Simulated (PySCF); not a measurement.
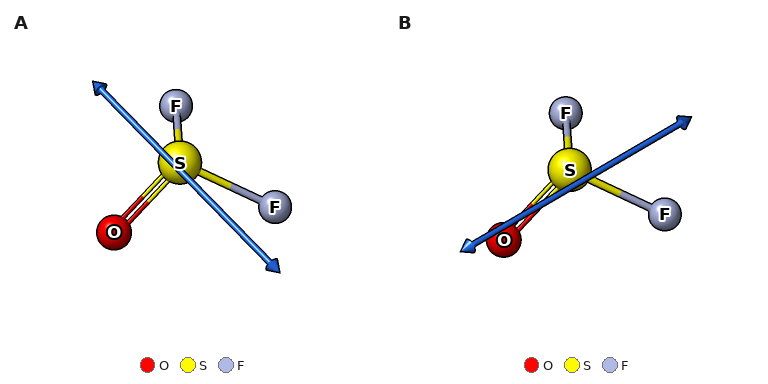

The double arrows show the directions of two transition dipoles from the ground state (lengths mean nothing). The computed structure is the end point of a PBE0-D3(BJ)/def2-TZVP optimisation. No frequency run is at hand to confirm it as a minimum. Properties computed with TDDFT ωB97X-D/aug-cc-pVTZ, vertical, gas phase, core orbitals frozen in the response (PySCF 2.14.0).

**One belongs to singlet state 1 and one to singlet state 7. Which is which?**

A: state 1, 6.74 eV (184 nm), oscillator strength 0.032, mainly HOMO → LUMO (weight 0.93).
B: state 7, 9.55 eV (130 nm), oscillator strength 0.064, mainly HOMO → LUMO+3 (weight 0.55).
